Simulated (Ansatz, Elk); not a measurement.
## CdAsPd3: X-ray structure factors from the self-consistent density

The structure of CdAsPd3 used here is made up (a known structure type with other elements) and was relaxed beforehand with PBE. The aim is the Fourier transform of its all-electron density, F(hkl), set beside the sum over free spherical atoms that refinements use.

Main program and level: Elk 11.2.3 (patched build); DFT, PBE, all-electron APW+lo, Dirac cores, scalar-relativistic bands, static density, no spin.

The structure was built from a prototype and need not be the compound's stable phase.

## Step 1: Set-up

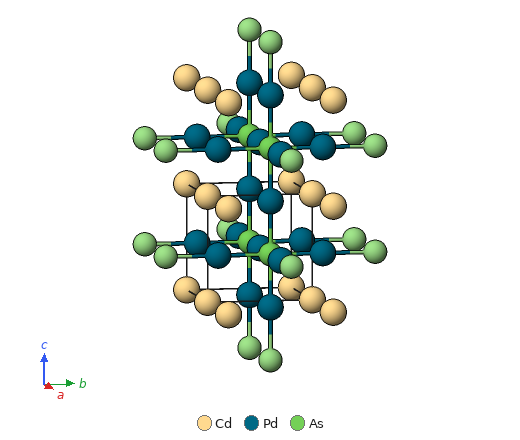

The cell as given, slightly off an axis (cadmium orange, palladium blue, arsenic green). 2×1×2 cells are drawn. Some periodic images of atoms are drawn too.

## Step 2: Ground state and structure factors

An all-electron density is needed, since X-rays see the cores too. Task 0 finds the density and task 195 Fourier-transforms it; tshift is off so that phases refer to the origin typed.

File elk.in:

```
tasks
  0
  195

xctype
  20

spinpol
  .false.

rgkmax
  7.0

gmaxvr
  14.0

lmaxo
  7

lmaxapw
  8

swidth
  0.002

tshift
  .false.

hmaxvr
  5.5

maxscl
  120

epspot
  1e-06

sppath
  './'

avec
  8.79720288906 -0.00000000000 0.00000000000
  -0.00000000000 8.79720288906 0.00000000000
  0.00000000000 0.00000000000 8.79720288906

atoms
  3
  'Cd.in'
  1
  0.0000000000 -0.0000000000 -0.0000000000   0.000000 0.000000 0.000000
  'Pd.in'
  3
  0.5000000000 0.5000000000 0.0000000000   0.000000 0.000000 0.000000
  0.5000000000 0.0000000000 0.5000000000   0.000000 0.000000 0.000000
  -0.0000000000 0.5000000000 0.5000000000   0.000000 0.000000 0.000000
  'As.in'
  1
  0.5000000000 0.5000000000 0.5000000000   0.000000 0.000000 0.000000

ngridk
  5 5 5
```

Started as:

```
$ OMP_NUM_THREADS=4 elk
```

Numbers of over 12 decimals in the logs are rounded to 6 here.

Output:

```text
┌─────────────────────────┐
│ Elk code version 11.2.3 │
└─────────────────────────┘

All units are atomic (Hartree, Bohr, etc.)

┌─────────────────────────────────────────────────┐
│ Ground-state run starting from atomic densities │
└─────────────────────────────────────────────────┘

Lattice vectors :
   8.797202889      -0.000000000       0.000000000
  -0.000000000       8.797202889       0.000000000
   0.000000000       0.000000000       8.797202889

Reciprocal lattice vectors :
  0.7142253494       0.000000000      -0.000000000
   0.000000000      0.7142253494      -0.000000000
  -0.000000000      -0.000000000      0.7142253494

Unit cell volume      :    680.8223817
Brillouin zone volume :   0.3643390995

Muffin-tin inner radius fraction :   0.1000000000E-01

Nuclei treated as point charges

Species : 1 (Cd)
 parameters loaded from : Cd.in
 name : cadmium
 nuclear charge    :   -48.00000000
 electronic charge :    48.00000000
 atomic mass :    204912.7176
 muffin-tin radius :    2.600000000
 number of radial points in muffin-tin :   1193
 inner part over the whole radius :   0.9972693929E-02
 number on inner part of muffin-tin    :    850
 approximate nuclear radius :   0.8708852602E-04
 number of mesh points to nuclear radius :    426
 atomic positions (lattice), magnetic fields (Cartesian) :
  1 :   0.00000000  0.00000000  0.00000000    0.00000000  0.00000000  0.00000000

Species : 2 (Pd)
 parameters loaded from : Pd.in
 name : palladium
 nuclear charge    :   -46.00000000
 electronic charge :    46.00000000
 atomic mass :    193991.7927
 muffin-tin radius :    2.261272751
 number of radial points in muffin-tin :    993
 inner part over the whole radius :   0.9869051158E-02
 number on inner part of muffin-tin    :    704
 approximate nuclear radius :   0.8586907259E-04
 number of mesh points to nuclear radius :    356
 atomic positions (lattice), magnetic fields (Cartesian) :
  1 :   0.50000000  0.50000000  0.00000000    0.00000000  0.00000000  0.00000000
  2 :   0.50000000  0.00000000  0.50000000    0.00000000  0.00000000  0.00000000
  3 :   0.00000000  0.50000000  0.50000000    0.00000000  0.00000000  0.00000000

Species : 3 (As)
 parameters loaded from : As.in
 name : arsenic
 nuclear charge    :   -33.00000000
 electronic charge :    33.00000000
 atomic mass :    136573.7220
 muffin-tin radius :    2.087328693
 number of radial points in muffin-tin :    993
 inner part over the whole radius :   0.9955978200E-02
 number on inner part of muffin-tin    :    700
 approximate nuclear radius :   0.7712558785E-04
 number of mesh points to nuclear radius :    344
 atomic positions (lattice), magnetic fields (Cartesian) :
  1 :   0.50000000  0.50000000  0.50000000    0.00000000  0.00000000  0.00000000

Total number of atoms per unit cell :    5
Total muffin-tin volume :    257.0176132
 ratio of muffin-tin to unit cell volume :   0.3775105227

Spin treatment :
 spin-unpolarised

Number of Bravais lattice symmetries :   48
Number of crystal symmetries         :   48
Crystal has inversion symmetry
Real symmetric eigensolver will be used

k-point grid :      5     5     5
k-point offset :    0.000000000       0.000000000       0.000000000
k-point set is reduced with full crystal symmetry group
Total number of k-points :       10

Muffin-tin radius times maximum |G+k| :    7.000000000
 using average radius
Maximum |G+k| for APW functions       :    3.051133436
Maximum (1/2)|G+k|²                   :    4.654707622
Maximum |G| for potential and density :    14.00000000
Constant for pseudocharge density :    9
 order of it for each species :   16  16  16
 order of it for pair densities of each species (exact exchange by exxq0 0: 17) :   13   9   7
Radial integration step length :    1

G-vector grid sizes :     40    40    40
Number of G-vectors :    31463

Maximum angular momentum used for
 APW functions            :    8
 outer part of muffin-tin :    7
 inner part of muffin-tin :    2

Total nuclear charge    :   -219.0000000
[...]
electron entropic           :    -0.81683431162486E-03
 total energy                :     -22998.818347070

Density of states at Fermi energy :    52.84298068
 (states/Hartree/unit cell)

Estimated indirect band gap :   0.8122912961E-02
 from k-point 5 to k-point 9
Estimated direct band gap   :   0.1386172320E-01
 at k-point 9

Charges :
 core                        :    132.0000000
 valence                     :    87.00000000
 interstitial                :    10.76950147
 muffin-tins (core leakage)
  species : 1 (Cd)
   atom 1                    :    46.44940371     (  0.2453081805E-03)
  species : 2 (Pd)
[...]
species : 3 (As)
[...]
total in muffin-tins        :    208.2304985
 total calculated charge     :    218.9982185
 total charge                :    219.0000000
 error                       :   0.1781517426E-02

RMS change in Kohn-Sham potential (target) :   0.3183926492     (  0.1000000000E-05)
Absolute change in total energy (target)   :   0.6957845821E-01 (  0.1000000000E-03)

[... loops 3 to 16 left out ...]

┌──────────────────┐
│ Loop number : 17 │
└──────────────────┘

Energies :
 Fermi                       :     0.228300
 sum of occupied eigenvalues :     -13720.820953228
 electron kinetic            :      23990.365517716
 core electron kinetic       :      23105.602949851
 Coulomb                     :     -46317.293521693
 Coulomb potential           :     -36835.796924142
 nuclear-nuclear             :     -2623.8645693892
 electron-nuclear            :     -50617.863451939
 Hartree                     :      6924.4344996355
 Madelung                    :     -27899.395059622
 xc potential                :     -875.38954680185
 exchange                    :     -659.68834480335
 correlation                 :     -11.566676646161
 electron entropic           :    -0.12935292928882E-02
 total energy                :     -22998.184318955

Density of states at Fermi energy :    106.6422860
 (states/Hartree/unit cell)

Estimated indirect band gap :   0.2046603925E-02
 from k-point 6 to k-point 9
Estimated direct band gap   :   0.2517076549E-01
 at k-point 9

Charges :
 core                        :    132.0000000
 valence                     :    87.00000000
 interstitial                :    9.322406543
 muffin-tins (core leakage)
  species : 1 (Cd)
[...]
species : 2 (Pd)
[...]
species : 3 (As)
[...]
total in muffin-tins        :    209.6775935
 total calculated charge     :    218.9982139
 total charge                :    219.0000000
 error                       :   0.1786141576E-02

RMS change in Kohn-Sham potential (target) :   0.1063647188E-06 (  0.1000000000E-05)
Absolute change in total energy (target)   :   0.6793758803E-04 (  0.1000000000E-03)

Convergence targets achieved

┌──────────────────┐
│ Loop number : 18 │
└──────────────────┘

Energies :
 Fermi                       :     0.228300
 sum of occupied eigenvalues :     -13720.820955962
 electron kinetic            :      23990.365508239
 core electron kinetic       :      23105.602942748
 Coulomb                     :     -46317.293518532
 Coulomb potential           :     -36835.796924481
 nuclear-nuclear             :     -2623.8645693892
 electron-nuclear            :     -50617.863444691
 Hartree                     :      6924.4344955480
 Madelung                    :     -27899.395056291
 xc potential                :     -875.38953971986
 exchange                    :     -659.68834460761
 correlation                 :     -11.566676637457
 electron entropic           :    -0.12935291630135E-02
 total energy                :     -22998.184325067

Density of states at Fermi energy :    106.6422706
 (states/Hartree/unit cell)

Estimated indirect band gap :   0.2046605020E-02
 from k-point 6 to k-point 9
Estimated direct band gap   :   0.2517076091E-01
 at k-point 9

Charges :
 core                        :    132.0000000
 valence                     :    87.00000000
 interstitial                :    9.322406593
 muffin-tins (core leakage)
  species : 1 (Cd)
[...]
species : 2 (Pd)
[...]
atom 2                    :    44.16688254     ( -0.5625959432E-06)
   atom 3                    :    44.16688254     ( -0.5625959432E-06)
  species : 3 (As)
   atom 1                    :    30.79343380     (  0.9721420009E-03)
 total in muffin-tins        :    209.6775934
 total calculated charge     :    218.9982139
 total charge                :    219.0000000
 error                       :   0.1786141551E-02

┌──────────────────────────────┐
│ Self-consistent loop stopped │
└──────────────────────────────┘

Warning : core states of species 1 leak from the muffin-tin :   0.2357314014E-03

Warning : core states of species 3 leak from the muffin-tin :   0.9721420009E-03

Wrote STATE.OUT
```

Wall time 30 s (4 threads of Arm Neoverse V1, shared host); peak memory 0.25 GiB.

SFACRHO.OUT:

```text

h k l indices transformed by vhmat matrix:
   1.000000000       0.000000000       0.000000000    
   0.000000000       1.000000000       0.000000000    
   0.000000000       0.000000000       1.000000000    

      h      k      l  multipl.   |H|            Re(F)            Im(F)           |F|

      0      0      0      1   0.0000000       219.00000      0.19074987E-16   219.00000    
      0     -1      0      6  0.71422535      -28.469200      0.34992385E-13   28.469200    
     -1      0      1     12   1.0100672       30.017974      0.74902288E-15   30.017974    
      1      1      1      8   1.2370746       126.23027      0.35695972E-13   126.23027    
      0      0     -2      6   1.4284507       171.80462     -0.62224530E-13   171.80462    
     -1      0     -2     24   1.5970564      -22.772777      0.71825365E-13   22.772777    
     -1      1     -2     24   1.7494877       25.752798      0.42239918E-13   25.752798    
      2      2      0     12   2.0201344       149.41402      0.10993336E-12   149.41402    
      2     -2      1     24   2.1426760      -20.255998     -0.39756458E-13   20.255998    
      0      0      3      6   2.1426760      -20.103505     -0.11728164E-12   20.103505    
     -3      1      0     24   2.2585789       23.002339     -0.46173395E-13   23.002339    
     -1     -1     -3     24   2.3688175       96.103553     -0.31488928E-13   96.103553    
      2     -2     -2      8   2.4741492       134.75605     -0.49576931E-13   134.75605    
     -2     -3      0     24   2.5751761      -18.415607      0.16152242E-12   18.415607    
     -2      1      3     48   2.6723866       21.027930      0.52933890E-13   21.027930    
      4      0      0      6   2.8569014       124.08846      0.91032060E-13   124.08846    
      3      2     -2     24   2.9448266      -17.134984     -0.12122449E-12   17.134984    
     -4      0     -1     24   2.9448266      -17.290693      0.26578421E-13   17.290693
```

Elk indexes on the primitive cell of elk.in and gives |H| = 4π sin θ/λ in inverse bohr. Below, one row stands for each form hkl of the conventional cell (m members, Friedel mates merged), F is for one primitive cell and the density is static (no thermal factor). Free-atom factors are Waasmaier and Kirfel's, and R is Σm||F|−|F'||/Σm|F|.

| hkl | m | sin θ/λ (Å⁻¹) | abs F, DFT | neutral atoms | diff. |
| --- | --- | --- | --- | --- | --- |
| 100 | 6 | 0.107 | 28.469 | 28.582 | -0.113 |
| 110 | 12 | 0.152 | 30.018 | 29.785 | +0.233 |
| 111 | 8 | 0.186 | 126.230 | 127.388 | -1.158 |
| 200 | 6 | 0.215 | 171.805 | 172.797 | -0.992 |
| 210 | 24 | 0.240 | 22.773 | 23.014 | -0.241 |
| 211 | 24 | 0.263 | 25.753 | 25.680 | +0.072 |
| 220 | 12 | 0.304 | 149.414 | 149.679 | -0.265 |
| 221 | 24 | 0.322 | 20.256 | 20.351 | -0.095 |
| 300 | 6 | 0.322 | 20.104 | 20.351 | -0.247 |
| 310 | 24 | 0.340 | 23.002 | 23.161 | -0.159 |
| 311 | 24 | 0.356 | 96.104 | 95.869 | +0.235 |
| 222 | 8 | 0.372 | 134.756 | 134.582 | +0.174 |
| 320 | 24 | 0.387 | 18.416 | 18.542 | -0.127 |
| 321 | 48 | 0.402 | 21.028 | 21.163 | -0.135 |

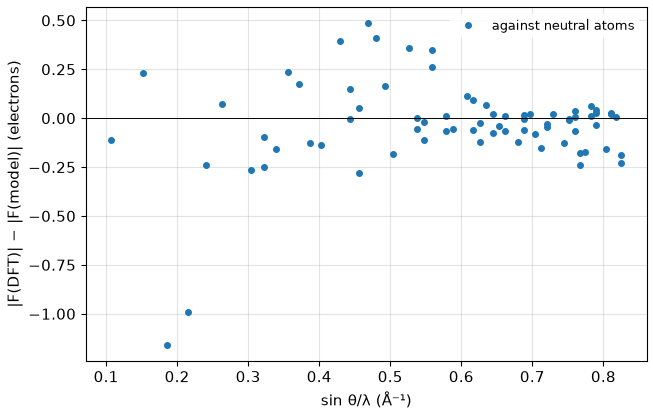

Difference between the calculated structure factors and the independent-atom ones.

## Step 3: Summary of results

* R against neutral atoms, sin θ/λ < 0.3 Å⁻¹: 0.70 %
* R against neutral atoms, 0.3 to 0.82 Å⁻¹: 0.29 %

In words: Independent neutral atoms miss the calculated amplitudes by R = 0.70 % below 0.3 Å⁻¹ and 0.29 % from there to 0.82 Å⁻¹; by shells, 0.40 % below 0.15 Å⁻¹ (1 form), 0.72 % 0.15 to 0.3 (5 forms), 0.36 % 0.3 to 0.45 (11 forms), 0.28 % above 0.45 (57 forms). Bonding, aspherical density and the tables' own atoms all enter these figures, and the runs don't part them. The largest change of an amplitude is -1.16 electrons, at 111. The basis has no finished test. The k-mesh has no finished test. These runs have no spin, though d or f shells may be open. Part of the difference isn't bonding: the tables are fits to free atoms and ions calculated by other methods than this functional. Thermal motion, anomalous dispersion and extinction are left out.

[Logs are printed without paths, hosts, clocks, repeated set-up lines and the standing remarks that a program may print on its own settings, such as how far it seeks lower states.]

[Hosts, paths, dates, database ids (printed as entryN), source tags and the programs' standing remarks are cut or masked in the printed files.]
